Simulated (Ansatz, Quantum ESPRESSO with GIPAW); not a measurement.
# Reading a 13C spectrum of C2H3

A crystal of composition C2H3 (one database entry, not always the ambient form) has the 13C spectrum and parameters below, calculated by GIPAW (PBEsol; shifts against TMS, scatter of the reference line 0.8 ppm; spans on the shift scale).

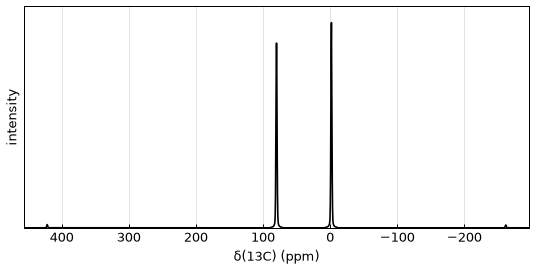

Simulated spectrum: 13C MAS at 60 kHz, 16.4 T (175.6 MHz), lines broadened by 1.7 ppm; rigid lattice, with dipolar and J couplings left out. Lines over 1.5 % of the strongest (ppm: area): 421.5: 0.02, 79.9: 0.97, -1.9: 1.00.

```csv
line,δ_iso (ppm),relative area,span (ppm),skew
A,79.9,1,242.5,0.99
B,-1.9,1,21.3,0.77
```

What coordination and symmetry does each C site have?

The bonded neighbours set the region: A with C2; B with CH3. The structure behind these values (space group C2/m; other structures could give like values):

```csv
line,surroundings,neighbours,bonds (Å),site symmetry
A,2 C neighbours,2,1.22 to 1.45,m
B,CCH3,4,1.10 to 1.45,m
```

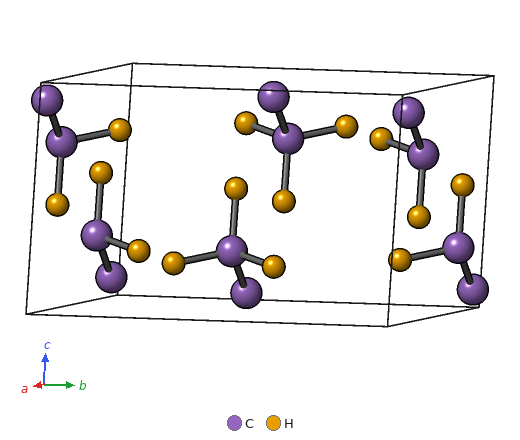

The structure (carbon purple, hydrogen orange). Some periodic images of atoms are drawn too.

[Banner, clock, file and message-heading lines were taken out of the pw.x and gipaw.x logs.]

[Logs are printed without paths, hosts, clocks, repeated set-up lines and the standing remarks that a program may print on its own settings, such as how far it seeks lower states.]

[Hosts, paths, dates, database ids (printed as entryN), source tags and the programs' standing remarks are cut or masked in the printed files.]
